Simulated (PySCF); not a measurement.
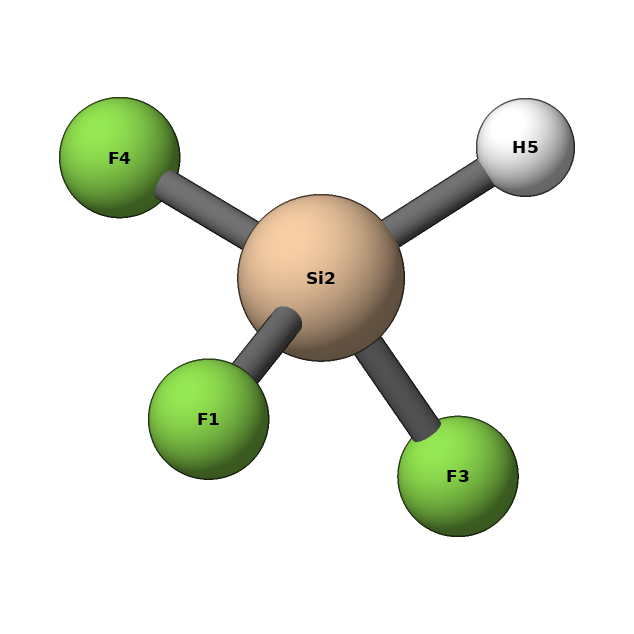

Geometry: a frame of a GFN2-xTB molecular-dynamics simulation, not a minimum. Method: GIAO PBE0/pcSseg-1 NMR shielding, non-relativistic, gas phase (PySCF 2.14.0). Principal shieldings σ11 ≤ σ22 ≤ σ33, span Ω = σ33 − σ11, skew κ = 3(σiso − σ22)/Ω.

Give the shielding tensors of the Si atoms.

```csv
atom,σ11,σ22,σ33,σiso,Ω,κ
Si2,389.2,412.3,434.3,411.9,45.0,−0.02
```

Shieldings and span in ppm.
